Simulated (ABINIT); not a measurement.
## SiC (P6_3mc): G0W0 with ABINIT, start to end

How does a plane-wave GW calculation on SiC (P6_3mc) run from the first input to the gap?

Method: PBE and many-body steps on it, plane waves, in ABINIT 10.8.3.

**The experiments to reproduce.**

- Gap 3.285 eV: band gap at low temperature, quoted from earlier experiments; bulk crystal (quoted in “Excitation properties of the divacancy in 4H-SiC”, 2018, arxiv:1804.01167).

- Gap 3.26 eV: band gap at cryogenic temperature; bulk crystal (literature value) (quoted in “Silicon carbide diodes for neutron detection”, 2020, arxiv:2009.14696).

- Gap 3.2 eV: experimental band gap quoted from earlier work; bulk crystal (quoted in “Local vibrational modes of Si vacancy spin qubits in SiC”, 2020, arxiv:2002.00067).

## Step 1: Set-up

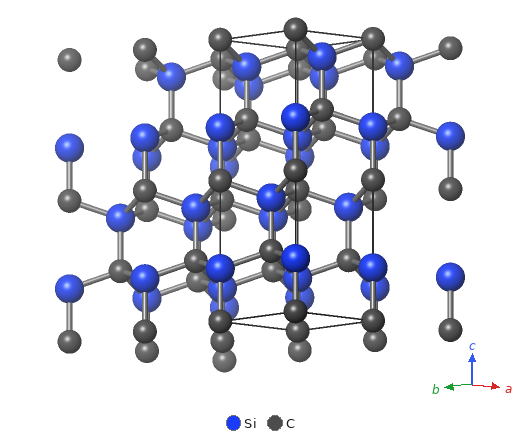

Start, viewed from a free direction; silicon blue, carbon dark grey. 2×3×1 cells are drawn. Bonds to atoms that aren't drawn are left out. Some periodic images of atoms are drawn too.

Coordinates:

```cif
data_structure
_symmetry_space_group_name_H-M 'P 1'
_symmetry_Int_Tables_number 1
_cell_length_a 3.0757
_cell_length_b 3.0757
_cell_length_c 10.0706
_cell_angle_alpha 90.000
_cell_angle_beta 90.000
_cell_angle_gamma 120.000
_cell_volume 82.50
loop_
_atom_site_label
_atom_site_type_symbol
_atom_site_fract_x
_atom_site_fract_y
_atom_site_fract_z
_atom_site_occupancy
Si1 Si 0.66667 0.33333 0.93784 1
Si2 Si 0.33333 0.66667 0.43784 1
Si3 Si 0.00000 0.00000 0.68789 1
Si4 Si 0.00000 0.00000 0.18789 1
C5 C 0.66667 0.33333 0.74980 1
C6 C 0.33333 0.66667 0.24980 1
C7 C 0.00000 0.00000 0.50046 1
C8 C 0.00000 0.00000 0.00046 1
```

The cell and positions are those that the Materials Project relaxed with its own functionals (PBE, PBE+U or r2SCAN), kept fixed.

## Step 2: Ground state

This step: ABINIT 10.8.3; DFT, PBE, plane waves, norm-conserving pseudopotentials.

The ground-state density comes first.

run.abi

```
acell 3*1.0 Angstrom
rprim 
  3.075694149693 -0.000000000023 0.000000000000
  -1.537847074826 2.663629267917 0.000000000000
  0.000000000000 0.000000000000 10.070646480000
ntypat 2
znucl 14 6
natom 8
typat 1 1 1 1 2 2 2 2
xred 
  0.666666666667 0.333333333333 0.937841980000
  0.333333333333 0.666666666667 0.437841980000
  0.000000000000 0.000000000000 0.687894380000
  0.000000000000 0.000000000000 0.187894380000
  0.666666666667 0.333333333333 0.749802590000
  0.333333333333 0.666666666667 0.249802590000
  0.000000000000 0.000000000000 0.500460050000
  0.000000000000 0.000000000000 0.000460050000
pp_dirpath "pseudos"
pseudos "Si.upf, C.upf"
ecut 37
ngkpt 6 6 2
nshiftk 1
shiftk 0 0 0
kptopt 1
chksymbreak 0
nband 24
occopt 1
tolvrs 1e-10
nstep 60
prtwf 0
optforces 0
optstress 0
indata_prefix "in"
outdata_prefix "out"
tmpdata_prefix "tmp"
```

Command:

```
$ OMP_NUM_THREADS=1 mpirun -n 4 abinit run.abi > log
```

Numbers of over 12 decimals in the logs are rounded to 6 here.

Output:

```text
.Version 10.8.3 of ABINIT. v10.8.2 released Aug 2026.

 Symmetries : space group P6_3 m c (#186); Bravais hP (primitive hexag.)
================================================================================
 Values of the parameters that define the memory need of the present run
     intxc =       0    ionmov =       0      iscf =       7    lmnmax =       6
     lnmax =       6     mgfft =     108  mpssoang =       3    mqgrid =    5212
     natom =       8  nloc_mem =       1    nspden =       1   nspinor =       1
    nsppol =       1      nsym =      12    n1xccc =    2501    ntypat =       2
    occopt =       1   xclevel =       2
-    mband =          24        mffmem =           1         mkmem =           4
       mpw =        6030          nfft =      110592          nkpt =          14
================================================================================
  Rough estimation (10% accuracy) of disk space for files :
================================================================================

--------------------------------------------------------------------------------
------------- Echo of variables that govern the present computation ------------
--------------------------------------------------------------------------------
 -outvars: echo values of preprocessed input variables --------
            acell      1.8897261259E+00  1.8897261259E+00  1.8897261259E+00 Bohr

      chksymbreak           0
             ecut      3.70000000E+01 Hartree
-          fftalg         312

              ixc     -101130
              kpt      0.00000000E+00  0.00000000E+00  0.00000000E+00
                       1.66666667E-01  0.00000000E+00  0.00000000E+00
                       3.33333333E-01  0.00000000E+00  0.00000000E+00
                       5.00000000E-01  0.00000000E+00  0.00000000E+00
                       1.66666667E-01  1.66666667E-01  0.00000000E+00
                       3.33333333E-01  1.66666667E-01  0.00000000E+00
                       3.33333333E-01  3.33333333E-01  0.00000000E+00
                       0.00000000E+00  0.00000000E+00  5.00000000E-01
                       1.66666667E-01  0.00000000E+00  5.00000000E-01
                       3.33333333E-01  0.00000000E+00  5.00000000E-01
                       5.00000000E-01  0.00000000E+00  5.00000000E-01
[...]
kptrlatt        6    0    0      0    6    0      0    0    2
          kptrlen      3.48733175E+01
P           mkmem           4
            natom           8
            nband          24
            ngfft          32      32     108
             nkpt          14
            nstep          60
             nsym          12
           ntypat           2
              occ      2.000000  2.000000  2.000000  2.000000  2.000000  2.000000
                       2.000000  2.000000  2.000000  2.000000  2.000000  2.000000
                       2.000000  2.000000  2.000000  2.000000  0.000000  0.000000
                       0.000000  0.000000  0.000000  0.000000  0.000000  0.000000
        optforces           0
        optstress           0
            prtwf           0
            rprim      3.0756941497E+00 -2.3000000000E-11  0.0000000000E+00
[...]
spgroup         186

           tolvrs      1.00000000E-10

             xred      6.6666666667E-01  3.3333333333E-01  9.3784198000E-01
[...]
znucl       14.00000    6.00000

================================================================================

 chkinp: Checking input parameters for consistency.

================================================================================
== DATASET  1 ==================================================================
-   mpi_nproc: 4, omp_nthreads: 1 (-1 if OMP is not activated)

--- !DatasetInfo
iteration_state: {dtset: 1, }
dimensions: {natom: 8, nkpt: 14, mband: 24, nsppol: 1, nspinor: 1, nspden: 1, mpw: 6030, }
cutoff_energies: {ecut:  37.0, pawecutdg:  -1.0, }
electrons: {nelect:   3.20000000E+01, charge:   0.00000000E+00, occopt:   1.00000000E+00, tsmear:   1.00000000E-02, }

 Real(R)+Recip(G) space primitive vectors, cartesian coordinates (Bohr,Bohr^-1):
 R(1)=  5.8122196  0.0000000  0.0000000  G(1)=  0.1720513  0.0993339  0.0000000
 R(2)= -2.9061098  5.0335298  0.0000000  G(2)=  0.0000000  0.1986677  0.0000000
 R(3)=  0.0000000  0.0000000 19.0307638  G(3)=  0.0000000  0.0000000  0.0525465
 Unit cell volume ucvol=  5.5676366E+02 bohr^3
 Angles (23,13,12)=  9.00000000E+01  9.00000000E+01  1.20000000E+02 degrees

 getcut: wavevector=  0.0000  0.0000  0.0000  ngfft=  32  32 108
         ecut(hartree)=     37.000   => boxcut(ratio)=   2.01068

--- Pseudopotential description ------------------------------------------------
- Si Generated using ONCVPSP code by D. R. Hamann
- 14.00000   4.00000  171031                  znucl, zion, pspdat
12 -101130 2 -1 1510                          pspcod,pspxc,lmax,lloc,mmax
     nproj     2     2     2
  pspatm : epsatm=    9.34321561
         --- l  ekb(1:nproj) -->
[...]
pspatm: atomic psp has been read  and splines computed

- C Generated using ONCVPSP code by D. R. Hamann
-  6.00000   4.00000  171031                  znucl, zion, pspdat
12 -101130 1 -1 1248                          pspcod,pspxc,lmax,lloc,mmax
     nproj     2     2     0
  pspatm : epsatm=    4.31346680
         --- l  ekb(1:nproj) -->
[...]
pspatm: atomic psp has been read  and splines computed

   1.74805535E+03                                ecore*ucvol(ha*bohr**3)
--------------------------------------------------------------------------------

_setup2: Arith. and geom. avg. npw (full set) are    5986.958    5986.930

================================================================================

--- !BeginCycle
iteration_state: {dtset: 1, }
solver: {iscf: 7, nstep: 60, nline: 4, wfoptalg: 0, }
tolerances: {tolvrs: 1.00E-10, }

     iter   Etot(hartree)      deltaE(h)  residm     vres2
 ETOT  1  -40.689975357196    -4.069E+01 3.920E-02 1.189E+03
 ETOT  2  -40.928112186779    -2.381E-01 3.652E-02 4.937E+02
 ETOT  3  -41.078240039922    -1.501E-01 8.897E-03 4.289E-01
 ETOT  4  -41.078471795709    -2.318E-04 4.758E-03 3.134E-02
 ETOT  5  -41.078477453201    -5.657E-06 5.138E-03 9.464E-04
 ETOT  6  -41.078477510293    -5.709E-08 2.141E-03 1.508E-04
 ETOT  7  -41.078477538851    -2.856E-08 1.049E-03 1.673E-05
 ETOT  8  -41.078477540451    -1.600E-09 5.729E-04 5.127E-07
 ETOT  9  -41.078477540481    -3.072E-11 2.196E-04 3.423E-08
 ETOT 10  -41.078477540483    -1.762E-12 6.056E-04 6.028E-10
 ETOT 11  -41.078477540483    -7.105E-14 1.911E-04 1.743E-11

 At SCF step   11       vres2   =  1.74E-11 < tolvrs=  1.00E-10 =>converged.

--- !ResultsGS
iteration_state: {dtset: 1, }
comment   : Summary of ground state results
lattice_vectors:
- [  5.8122196,  -0.0000000,   0.0000000, ]
- [ -2.9061098,   5.0335298,   0.0000000, ]
- [  0.0000000,   0.0000000,  19.0307638, ]
lattice_lengths: [   5.81222,    5.81222,   19.03076, ]
lattice_angles: [ 90.000,  90.000, 120.000, ] # degrees, (23, 13, 12)
lattice_volume:   5.5676366E+02
convergence: {deltae: -7.105E-14, res2:  1.743E-11, residm:  1.911E-04, diffor:  0.000E+00, }
etotal    :  -4.10784775E+01
entropy   :   0.00000000E+00
fermie    :   2.54948116E-01
cartesian_stress_tensor: null
pressure_GPa: null
xred      :
- [  6.6667E-01,   3.3333E-01,   9.3784E-01, Si]
- [  3.3333E-01,   6.6667E-01,   4.3784E-01, Si]
- [  1.8504E-17,   3.7007E-17,   6.8789E-01, Si]
- [  1.8504E-17,   3.7007E-17,   1.8789E-01, Si]
- [  6.6667E-01,   3.3333E-01,   7.4980E-01,  C]
- [  3.3333E-01,   6.6667E-01,   2.4980E-01,  C]
- [  1.8504E-17,   3.7007E-17,   5.0046E-01,  C]
- [  1.8504E-17,   3.7007E-17,   4.6005E-04,  C]
cartesian_forces: null
force_length_stats: {min: null, max: null, mean: null, }

 Integrated electronic density in atomic spheres:
 ------------------------------------------------
 Atom  Sphere_radius  Integrated_density
[...]
================================================================================

 ----iterations are completed or convergence reached----

 Mean square residual over all n,k,spin=   10.296E-07; max=  19.112E-05
 reduced coordinates (array xred) for    8 atoms
[...]
0.000000000000      0.000000000000      0.187894380000
       0.666666666667      0.333333333333      0.749802590000
       0.333333333333      0.666666666667      0.249802590000
       0.000000000000      0.000000000000      0.500460050000
       0.000000000000      0.000000000000      0.000460050000
 rms dE/dt=  0.0000E+00; max dE/dt=  0.0000E+00; dE/dt below (all hartree)
    1       0.000000000000      0.000000000000      0.000000000000
    2       0.000000000000      0.000000000000      0.000000000000
    3       0.000000000000      0.000000000000      0.000000000000
    4       0.000000000000      0.000000000000      0.000000000000
    5       0.000000000000      0.000000000000      0.000000000000
    6       0.000000000000      0.000000000000      0.000000000000
    7       0.000000000000      0.000000000000      0.000000000000
    8       0.000000000000      0.000000000000      0.000000000000

 cartesian coordinates (angstrom) at end:
    1      1.537847     0.887876     9.444675
    2      1.367e-11     1.775753     4.409352
    3      0.000000     0.000000     6.927541
    4      0.000000     0.000000     1.892218
    5      1.537847     0.887876     7.550997
    6      1.367e-11     1.775753     2.515674
    7      0.000000     0.000000     5.039956
    8      0.000000     0.000000     0.004633
 length scales=  1.889726125908  1.889726125908  1.889726125908 bohr
              =  1.000000000000  1.000000000000  1.000000000000 angstroms
 prteigrs : about to open file out_EIG
 Fermi (or HOMO) energy (hartree) =   0.25495   Average Vxc (hartree)=  -0.41532
 Eigenvalues (hartree) for nkpt=  14  k points:
 kpt#   1, nband= 24, wtk=  0.01389, kpt=  0.0000  0.0000  0.0000 (reduced coord)
  -0.31516   -0.27183   -0.27047   -0.18372   -0.06249    0.09349    0.09498    0.21124
   0.21124    0.22822    0.22822    0.23345    0.23345    0.25300    0.25495    0.25495
   0.44278    0.46407    0.48689    0.48780    0.51193    0.51195    0.51284    0.51286
 prteigrs : prtvol=0 or 1, do not print more k-points.

--- !EnergyTerms
iteration_state     : {dtset: 1, }
comment             : Components of total free energy in Hartree
kinetic             :  2.35978425212926E+01
hartree             :  4.69674993210547E+00
xc                  : -1.51279979119129E+01
Ewald energy        : -4.18766357211719E+01
psp_core            :  3.13967215874692E+00
local_psp           : -1.65451608048274E+01
non_local_psp       :  1.03705228528398E+00
total_energy        : -4.10784775404832E+01
total_energy_eV     : -1.11780231875094E+03
band_energy         :  1.13215869107944E+00

== END DATASET(S) ==============================================================
================================================================================

 -outvars: echo values of variables after computation  --------
           etotal     -4.1078477540E+01
            nband          24
             nkpt          14
          spgroup         186
 [... the other variables as echoed above ...]

 Calculation completed.
```

Run time: 11 s. Hardware: 4 MPI ranks of AMD EPYC 9R45, shared host; peak memory 0.4 GiB; 43 s of CPU time.

This step gave:

- total energy: -1117.8023 eV
- gap: 2.228 eV
- k of the valence top: 0, 0, 0
- k of the conduction bottom: 0.5, 0, 0
- least direct gap: 3.353 eV

The gap is indirect, with the least direct gap 1.13 eV higher.

(Continued in part 2 of 3.)

[Paths, hosts, dates, memory and timing lines, banners, echoed tables and standing remarks are left out of the program output.]

[Logs are printed without paths, hosts, clocks, repeated set-up lines and the standing remarks that a program may print on its own settings, such as how far it seeks lower states.]

[Runs of the session that timed out or met a known fault of the program may be left out.]

[Hosts, paths, dates, database ids (printed as entryN), source tags and the programs' standing remarks are cut or masked in the printed files.]

[G0W0 gaps are taken among the corrected bands and points alone; a level outside them can change the order at an edge.]

[Where Ansatz stands beside ABINIT at settings called matched, ABINIT's density can come from a denser mesh and the files from another edition; pairs whose starting gaps differed by over 0.03 eV were left out, so agreement reads better than it is.]
